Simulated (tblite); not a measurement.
BSi3H6O3: geometry relaxation (part 2 of 4)

BSi3H6O3, multiplicity 2; GFN2-xTB geometry optimisation, gas phase (tblite 0.8.0). It belongs to a series of runs on one base structure; here: H removed from Si.

Geometry of the input (Å):
```
B  -1.9813  0.3422  0.4714
Si -0.8591  -0.8904  -0.5311
O  0.1461  -1.7777  0.5127
Si 1.7044  -1.2634  0.7262
O  2.3292  -0.1301  -0.3290
Si 1.0691  0.9903  -0.6777
O  -0.0151  0.0870  -1.6683
H  -2.8191  0.9289  -0.1394
H  -1.5968  0.8945  1.4489
H  -1.7892  -1.7935  -1.2380
H  1.9176  -0.8277  2.1264
H  0.3674  1.2329  0.6008
H  1.5224  2.2075  -1.3208
```

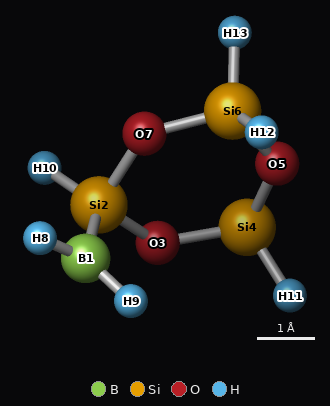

Figure 1. The geometry at step 35 of the log (ball-and-stick view, seen at a tilt; atoms are numbered from 1 in the order of the input).

Trajectory as extended XYZ, continued
```
13
Properties=species:S:1:pos:R:3:forces:R:3 step=18 energy=-596.37074
B    -2.0860    0.3374    0.5503   -0.0080   0.0550   0.0200
Si   -0.9952   -0.9151   -0.4417    0.2400   0.0840  -0.0930
O     0.1556   -1.7351    0.4046    0.0260  -0.0200   0.0460
Si    1.7278   -1.4069    0.6738   -0.0760   0.1390   0.0240
O     2.0969   -0.0154   -0.1008    0.0640   0.1170   0.0810
Si    1.0784    1.1084   -0.6955   -0.0650   0.0640   0.1660
O    -0.2055    0.3044   -1.2629   -0.0170  -0.0010   0.0520
H    -2.8827    0.9569   -0.0305   -0.1870  -0.0250  -0.0170
H    -1.8029    0.7191    1.6133    0.0010  -0.0130   0.1710
H    -1.2625   -1.8843   -1.4864   -0.1290  -0.0850  -0.2200
H     1.8446   -1.1272    2.1054    0.0210  -0.0530  -0.0470
H     0.5974    1.8901    0.4790    0.2820  -0.0550  -0.4580
H     1.7297    1.7681   -1.8263   -0.1540  -0.2080   0.2740
13
Properties=species:S:1:pos:R:3:forces:R:3 step=20 energy=-596.40361
B    -2.1018    0.3212    0.5584    0.1240  -0.0280  -0.0550
Si   -0.9785   -0.9056   -0.4502   -0.1910  -0.1770   0.0130
O     0.1495   -1.7290    0.4284   -0.0120   0.1070  -0.1570
Si    1.7236   -1.3948    0.6838   -0.0230   0.0080   0.0030
O     2.0872    0.0049   -0.0788    0.0890   0.0220   0.1190
Si    1.0847    1.1219   -0.7012   -0.0450   0.0600   0.0950
O    -0.2281    0.3445   -1.2373    0.1230  -0.0200  -0.0500
H    -2.8997    0.9345   -0.0375   -0.0940  -0.0530   0.1510
H    -1.7978    0.6776    1.6311   -0.1250   0.0220   0.0060
H    -1.2669   -1.8684   -1.5174    0.0310   0.1080   0.0100
H     1.8463   -1.1714    2.1219    0.0210   0.0170  -0.0260
H     0.6390    1.9464    0.4367    0.1830   0.0480  -0.2570
H     1.7380    1.7187   -1.8556   -0.0800  -0.1140   0.1490
13
Properties=species:S:1:pos:R:3:forces:R:3 step=22 energy=-596.43134
B    -2.1160    0.3066    0.5691    0.0590  -0.0900  -0.0330
Si   -0.9845   -0.9097   -0.4553   -0.2400  -0.0890  -0.0390
O     0.1448   -1.7195    0.4256   -0.0350   0.0190  -0.1340
Si    1.7180   -1.3905    0.6842    0.0230  -0.0070  -0.0390
O     2.0664    0.0346   -0.0332    0.1320   0.0110   0.1310
Si    1.0893    1.1476   -0.7013    0.0680  -0.2520  -0.1130
O    -0.2528    0.3890   -1.1822    0.0360  -0.0610  -0.0940
H    -2.9262    0.9196   -0.0191    0.0110  -0.0830   0.2000
H    -1.8244    0.6370    1.6604   -0.1280   0.0060  -0.1620
H    -1.2190   -1.8588   -1.5621    0.0280   0.2330   0.1540
H     1.8428   -1.2294    2.1267    0.0210   0.0530   0.0320
H     0.7076    2.0479    0.3679    0.0280   0.2590   0.0820
H     1.7494    1.6259   -1.8983   -0.0040   0.0010   0.0140
13
Properties=species:S:1:pos:R:3:forces:R:3 step=24 energy=-596.45490
B    -2.1294    0.2805    0.5782   -0.1150  -0.0990   0.0060
Si   -1.0048   -0.9167   -0.4643    0.0700   0.2150   0.0490
O     0.1372   -1.7044    0.4134    0.0250  -0.0950  -0.0630
Si    1.7124   -1.3862    0.6841   -0.0290  -0.0240   0.0150
O     2.0481    0.0693    0.0282    0.1120   0.0500   0.0930
Si    1.0997    1.1653   -0.7098    0.0010  -0.1980   0.0810
O    -0.2796    0.4354   -1.1209   -0.0480  -0.1090  -0.0510
H    -2.9541    0.8947    0.0156    0.0080  -0.0460   0.1180
H    -1.8623    0.5878    1.6806   -0.0320   0.0000  -0.1430
H    -1.1641   -1.8283   -1.6017   -0.0650   0.1170   0.0270
H     1.8402   -1.2942    2.1351    0.0010   0.0720  -0.0270
H     0.7907    2.1799    0.2897    0.0330   0.0710  -0.0380
H     1.7616    1.5175   -1.9460    0.0390   0.0470  -0.0670
13
Properties=species:S:1:pos:R:3:forces:R:3 step=26 energy=-596.46677
B    -2.1401    0.2591    0.5804   -0.1520  -0.0500   0.0510
Si   -1.0073   -0.9077   -0.4687    0.1060   0.0920   0.1430
O     0.1341   -1.7024    0.4064    0.0690  -0.0530  -0.0660
Si    1.7067   -1.3799    0.6881   -0.0030  -0.0750   0.0170
O     2.0542    0.0873    0.0601    0.0000  -0.0210   0.0860
Si    1.1057    1.1585   -0.7099    0.0140   0.0480   0.1180
O    -0.2873    0.4474   -1.1069    0.0600  -0.0100  -0.0490
H    -2.9680    0.8754    0.0382   -0.1070   0.0080  -0.0010
H    -1.8768    0.5666    1.6766    0.0300   0.0110   0.0280
H    -1.1605   -1.7985   -1.6123   -0.0800  -0.0010  -0.0950
H     1.8420   -1.3136    2.1393   -0.0170   0.0840  -0.0250
H     0.8307    2.2311    0.2469    0.0080  -0.0680  -0.0790
H     1.7622    1.4772   -1.9558    0.0710   0.0340  -0.1280
13
Properties=species:S:1:pos:R:3:forces:R:3 step=28 energy=-596.47478
B    -2.1545    0.2451    0.5833   -0.0720  -0.0030   0.0750
Si   -1.0004   -0.8953   -0.4641   -0.0310  -0.1130  -0.0180
O     0.1378   -1.7052    0.4006    0.0530  -0.0270  -0.0670
Si    1.7061   -1.3806    0.6940    0.0660  -0.0500  -0.0300
O     2.0636    0.0935    0.0810   -0.1080  -0.0520   0.0410
Si    1.1120    1.1501   -0.7062    0.1140   0.1040  -0.0490
O    -0.2836    0.4485   -1.1131    0.1660   0.0390  -0.0110
H    -2.9829    0.8615    0.0473   -0.1640   0.0080  -0.0270
H    -1.8766    0.5573    1.6717    0.0050   0.0320   0.1170
H    -1.1800   -1.7765   -1.6182   -0.0370   0.0290  -0.0090
H     1.8435   -1.3103    2.1415   -0.0220   0.0730   0.0370
H     0.8474    2.2420    0.2233   -0.0310  -0.0270   0.0130
H     1.7632    1.4704   -1.9588    0.0610  -0.0140  -0.0710
13
Properties=species:S:1:pos:R:3:forces:R:3 step=29 energy=-596.47942
B    -2.1669    0.2358    0.5882   -0.0140   0.0180   0.0630
Si   -0.9983   -0.8902   -0.4611   -0.0760  -0.1190  -0.1400
O     0.1415   -1.7059    0.3944    0.0290  -0.0410  -0.0580
Si    1.7077   -1.3837    0.6969    0.0820  -0.0030  -0.0380
O     2.0629    0.0988    0.1003   -0.1390  -0.0300  -0.0070
Si    1.1194    1.1505   -0.7059    0.1500   0.0960  -0.1430
O    -0.2813    0.4548   -1.1097    0.1840   0.0200   0.0380
H    -2.9984    0.8519    0.0539   -0.1440  -0.0220  -0.0010
H    -1.8794    0.5474    1.6750   -0.0300   0.0360   0.1100
H    -1.1860   -1.7623   -1.6274   -0.0140   0.0660   0.0700
H     1.8429   -1.3130    2.1440   -0.0230   0.0590   0.0500
H     0.8635    2.2603    0.2034   -0.0360  -0.0340   0.0310
H     1.7680    1.4561   -1.9698    0.0310  -0.0470   0.0240
13
Properties=species:S:1:pos:R:3:forces:R:3 step=31 energy=-596.49048
B    -2.1939    0.2193    0.6015    0.0840   0.0630  -0.0050
Si   -0.9987   -0.8822   -0.4607   -0.0170   0.0460  -0.1330
O     0.1537   -1.7111    0.3687   -0.0340  -0.0800  -0.0270
Si    1.7154   -1.3926    0.6992   -0.0220   0.0790  -0.0090
O     2.0528    0.1088    0.1432   -0.0300   0.0430  -0.0940
Si    1.1438    1.1540   -0.7097    0.0880   0.0070  -0.1360
O    -0.2621    0.4609   -1.0982    0.0480  -0.0280   0.0480
H    -3.0415    0.8308    0.0740   -0.0370  -0.1210   0.0720
H    -1.8919    0.5339    1.6869   -0.0910   0.0110   0.0490
H    -1.1976   -1.7300   -1.6427   -0.0110   0.0370   0.0780
H     1.8395   -1.3084    2.1480   -0.0230   0.0080   0.0390
H     0.8963    2.2931    0.1602   -0.0320  -0.0020   0.0770
H     1.7798    1.4240   -1.9883    0.0750  -0.0620   0.0410
13
Properties=species:S:1:pos:R:3:forces:R:3 step=33 energy=-596.49698
B    -2.2046    0.2112    0.6095    0.1010   0.0590  -0.0190
Si   -0.9992   -0.8749   -0.4669    0.0620   0.1180   0.0910
O     0.1577   -1.7196    0.3508   -0.0320  -0.0320  -0.0280
Si    1.7151   -1.3914    0.6992   -0.1180   0.0730   0.0450
O     2.0434    0.1180    0.1615    0.0970   0.0240  -0.0690
Si    1.1621    1.1603   -0.7178   -0.0400   0.0210   0.0060
O    -0.2473    0.4648   -1.0855   -0.0360   0.0230  -0.0440
H    -3.0681    0.8123    0.0927   -0.0070  -0.1440   0.0680
H    -1.9078    0.5272    1.6973   -0.0820  -0.0180   0.0200
H    -1.1995   -1.7103   -1.6479   -0.0360  -0.0420  -0.0370
H     1.8355   -1.3080    2.1519   -0.0320  -0.0060  -0.0270
H     0.9150    2.3148    0.1377   -0.0050  -0.0440   0.0240
H     1.7933    1.3963   -2.0003    0.1280  -0.0330  -0.0300
13
Properties=species:S:1:pos:R:3:forces:R:3 step=35 energy=-596.50996
B    -2.2142    0.1986    0.6230    0.0530   0.0290   0.0240
Si   -0.9905   -0.8485   -0.4733    0.0200   0.0190   0.2480
O     0.1601   -1.7406    0.3213    0.0230   0.1540  -0.0400
Si    1.7016   -1.3767    0.7073   -0.1440   0.0380   0.0560
O     2.0406    0.1359    0.1830    0.1440  -0.0650  -0.0310
Si    1.1960    1.1725   -0.7376   -0.1270   0.0290   0.1870
O    -0.2191    0.4773   -1.0767   -0.0540   0.1140  -0.1900
H    -3.1203    0.7547    0.1306   -0.0020  -0.1350   0.0270
H    -1.9396    0.5104    1.7172   -0.0370  -0.0280   0.0310
H    -1.2235   -1.6690   -1.6554   -0.0150  -0.0780  -0.0910
H     1.8259   -1.3055    2.1626   -0.0630   0.0040  -0.0880
H     0.9449    2.3432    0.1033    0.0420  -0.0920  -0.0670
H     1.8339    1.3484   -2.0230    0.1600   0.0110  -0.0660
13
Properties=species:S:1:pos:R:3:forces:R:3 step=37 energy=-596.52722
B    -2.2129    0.1935    0.6369   -0.1160  -0.0250   0.1140
Si   -0.9776   -0.8115   -0.4706   -0.1040  -0.0540  -0.0060
O     0.1638   -1.7548    0.2885    0.0420   0.3030  -0.0210
Si    1.6774   -1.3528    0.7251    0.0050   0.0040  -0.0390
O     2.0576    0.1468    0.1931    0.0270  -0.1320  -0.0510
Si    1.2316    1.1794   -0.7589   -0.0580  -0.0580   0.1460
O    -0.1847    0.4905   -1.0986   -0.0220   0.0370  -0.1990
H    -3.1812    0.6630    0.1723    0.0330  -0.1070   0.0030
H    -1.9720    0.4914    1.7402    0.0190   0.0170   0.0830
H    -1.2808   -1.6193   -1.6570    0.0860  -0.0210   0.0320
H     1.8107   -1.2887    2.1749   -0.0960   0.0220  -0.0330
H     0.9678    2.3471    0.0771    0.0680  -0.0170  -0.0650
H     1.8959    1.3159   -2.0407    0.1150   0.0300   0.0350
13
Properties=species:S:1:pos:R:3:forces:R:3 step=38 energy=-596.53502
B    -2.2055    0.2016    0.6393   -0.1560  -0.0760   0.1660
Si   -0.9763   -0.8016   -0.4668   -0.1100   0.0030  -0.2090
O     0.1664   -1.7494    0.2804   -0.0080   0.2450   0.0030
Si    1.6702   -1.3457    0.7307    0.1210  -0.0180  -0.0890
O     2.0728    0.1393    0.1820   -0.0230  -0.1310  -0.0540
Si    1.2356    1.1730   -0.7610   -0.0170  -0.0790   0.0280
O    -0.1744    0.4858   -1.1260   -0.0130  -0.0610  -0.1260
H    -3.1910    0.6329    0.1791   -0.0030  -0.0590  -0.0080
H    -1.9755    0.4946    1.7451    0.0330   0.0490   0.1040
H    -1.3072   -1.6123   -1.6488    0.1220   0.0010   0.0890
H     1.8038   -1.2710    2.1753   -0.0960   0.0210   0.0480
H     0.9606    2.3234    0.0854    0.0500   0.0810   0.0030
H     1.9160    1.3300   -2.0326    0.0990   0.0240   0.0440
13
Properties=species:S:1:pos:R:3:forces:R:3 step=40 energy=-596.55369
B    -2.2132    0.2025    0.6624   -0.1360  -0.1730   0.0880
Si   -0.9834   -0.7741   -0.4708   -0.0230   0.2100  -0.2650
O     0.1740   -1.7242    0.2492   -0.0970   0.0900   0.0820
Si    1.6635   -1.3367    0.7373    0.1360  -0.1000  -0.0590
O     2.0964    0.1286    0.1824   -0.0940   0.0690  -0.1760
Si    1.2534    1.1602   -0.7664    0.0880  -0.0430  -0.2420
O    -0.1522    0.4824   -1.1732    0.0560  -0.0960   0.0480
H    -3.2343    0.5545    0.2102    0.0010  -0.0110   0.0390
H    -1.9961    0.4916    1.7724    0.0380   0.0610   0.0710
H    -1.3428   -1.5839   -1.6426    0.1130  -0.0330   0.0650
H     1.7796   -1.2431    2.1799   -0.0910  -0.0070   0.0950
H     0.9781    2.3177    0.0704    0.0360   0.0500   0.0260
H     1.9726    1.3250   -2.0289   -0.0280  -0.0170   0.2280
13
Properties=species:S:1:pos:R:3:forces:R:3 step=42 energy=-596.57597
B    -2.2357    0.1796    0.6987   -0.0010  -0.1420  -0.0450
Si   -0.9918   -0.7275   -0.4916    0.0670   0.2350   0.1060
O     0.1718   -1.6822    0.2221   -0.1040  -0.0290   0.1570
Si    1.6568   -1.3267    0.7419   -0.0130  -0.0770   0.0420
O     2.1091    0.1243    0.1720   -0.0290   0.0830  -0.1040
Si    1.2802    1.1560   -0.7865    0.0940   0.0840  -0.2070
O    -0.1256    0.4877   -1.2135    0.0590   0.0580   0.0500
H    -3.2840    0.4566    0.2538   -0.0230   0.0050   0.1130
H    -2.0219    0.4819    1.8111    0.0190  -0.0070  -0.0670
H    -1.3650   -1.5495   -1.6369    0.0510  -0.1180  -0.1080
H     1.7431   -1.2281    2.1944   -0.0790  -0.0120  -0.0680
H     1.0140    2.3318    0.0409    0.0380  -0.0820  -0.0540
H     2.0447    1.2967   -2.0242   -0.0790   0.0000   0.1840
13
Properties=species:S:1:pos:R:3:forces:R:3 step=44 energy=-596.58966
B    -2.2537    0.1409    0.7192    0.1290   0.0320  -0.0270
Si   -0.9913   -0.6877   -0.5047   -0.0010  -0.0240   0.2060
O     0.1548   -1.6520    0.2292   -0.0510  -0.0340   0.1300
Si    1.6438   -1.3134    0.7474   -0.0450   0.0280   0.0230
O     2.1056    0.1327    0.1602    0.0080  -0.0730   0.0720
Si    1.3008    1.1703   -0.8099    0.0320   0.0530   0.0400
O    -0.1164    0.5149   -1.2179    0.0370   0.1680  -0.0460
H    -3.3079    0.3939    0.2886   -0.1740  -0.0090   0.0770
H    -2.0372    0.4591    1.8289    0.0230  -0.0730  -0.0960
H    -1.3610   -1.5275   -1.6433    0.0690  -0.0510  -0.0870
H     1.7175   -1.2471    2.2065   -0.0590   0.0410  -0.1660
H     1.0542    2.3627    0.0048    0.0400  -0.1220  -0.1020
H     2.0864    1.2537   -2.0265   -0.0090   0.0640  -0.0230
13
Properties=species:S:1:pos:R:3:forces:R:3 step=46 energy=-596.59873
B    -2.2666    0.1136    0.7316   -0.0520   0.1480  -0.0500
Si   -0.9905   -0.6589   -0.5058   -0.0140  -0.1170  -0.0270
O     0.1429   -1.6377    0.2320   -0.0330   0.0170   0.0890
Si    1.6297   -1.2997    0.7540   -0.0330   0.0250  -0.0660
O     2.1036    0.1448    0.1733   -0.0320  -0.0550   0.0590
Si    1.3246    1.1818   -0.8256    0.0040  -0.0670   0.1210
O    -0.1073    0.5466   -1.2144   -0.0170   0.0780   0.0210
H    -3.3441    0.3369    0.3283   -0.0490  -0.0730   0.0690
H    -2.0556    0.4304    1.8403    0.0690  -0.0730  -0.0320
H    -1.3586   -1.4996   -1.6588    0.1280   0.0640   0.0540
H     1.6979   -1.2626    2.2088   -0.0430   0.0700  -0.0790
H     1.1015    2.3982   -0.0455    0.0420  -0.0990  -0.0700
H     2.1181    1.2067   -2.0359    0.0290   0.0820  -0.0880
13
Properties=species:S:1:pos:R:3:forces:R:3 step=48 energy=-596.60973
B    -2.2814    0.1026    0.7355   -0.0370   0.0860  -0.0110
Si   -0.9963   -0.6426   -0.5069    0.0470   0.0630  -0.1910
O     0.1271   -1.6132    0.2473   -0.0980  -0.0610   0.0160
Si    1.6201   -1.2928    0.7520    0.0010  -0.0770  -0.0770
O     2.0992    0.1515    0.1924    0.0090   0.0760  -0.0200
Si    1.3413    1.1823   -0.8295   -0.0550  -0.1380  -0.0550
O    -0.1095    0.5794   -1.2060   -0.0160  -0.0650   0.1470
H    -3.3752    0.2889    0.3684   -0.0940  -0.0580  -0.0030
H    -2.0625    0.3992    1.8460    0.0950  -0.0310   0.0200
H    -1.3323   -1.4803   -1.6743    0.1090   0.0810   0.0890
H     1.6753   -1.2732    2.1987   -0.0030   0.0680   0.1050
H     1.1529    2.4256   -0.1009    0.0140   0.0070   0.0560
H     2.1370    1.1732   -2.0405    0.0280   0.0490  -0.0780
13
Properties=species:S:1:pos:R:3:forces:R:3 step=50 energy=-596.61904
B    -2.3030    0.0951    0.7424   -0.0310  -0.0260  -0.0120
Si   -1.0002   -0.6074   -0.5171   -0.0090   0.1260  -0.0050
O     0.1033   -1.5850    0.2593   -0.0900  -0.0470  -0.0410
Si    1.6069   -1.2886    0.7482   -0.0570  -0.0660   0.0040
O     2.0956    0.1586    0.2041    0.0700   0.0130  -0.0110
Si    1.3680    1.1777   -0.8450   -0.0150  -0.0850  -0.1300
O    -0.1004    0.6105   -1.2004   -0.0410  -0.0750   0.0890
H    -3.4250    0.2064    0.4215    0.0240  -0.0420  -0.0130
H    -2.0656    0.3622    1.8583    0.0740   0.0130  -0.0250
H    -1.3113   -1.4460   -1.6808    0.0550   0.0140  -0.0270
H     1.6415   -1.2678    2.1962    0.0340   0.0570   0.1050
H     1.2081    2.4399   -0.1558   -0.0020   0.1170   0.1330
H     2.1777    1.1449   -2.0488   -0.0120   0.0020  -0.0650
```
